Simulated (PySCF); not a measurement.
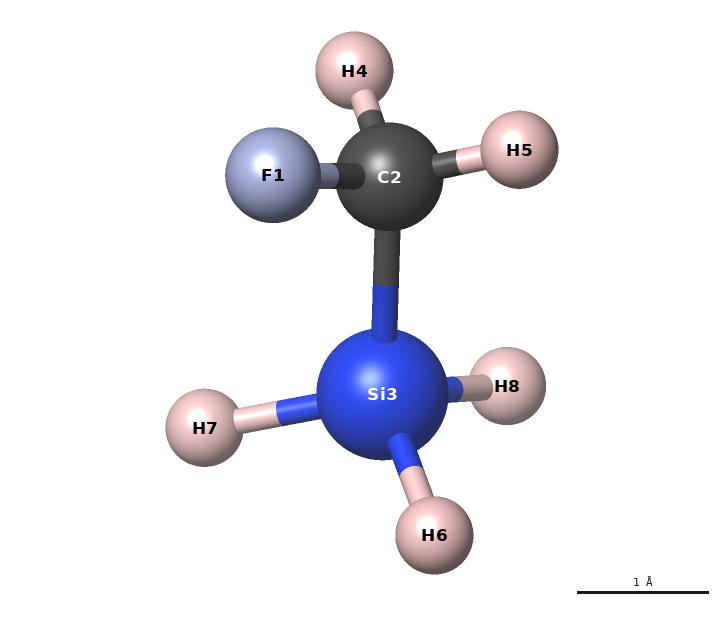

The view is orthographic, and the bar gives the scale. The geometry was computed by an optimisation with PBE0-D3(BJ)/def2-TZVP. No frequency run is at hand to confirm it as a minimum.

Give an XYZ file in the frame of the picture: x to the right, y up, z towards the viewer, origin at the mean of the atomic positions.

```xyz
8
CH5FSi
F   -0.85   0.88   1.50
C    0.05   0.87   0.44
Si   0.00  -0.81  -0.45
H   -0.22   1.68  -0.24
H    1.05   1.07   0.83
H    0.39  -1.89   0.48
H   -1.37  -1.06  -0.97
H    0.95  -0.74  -1.59
```
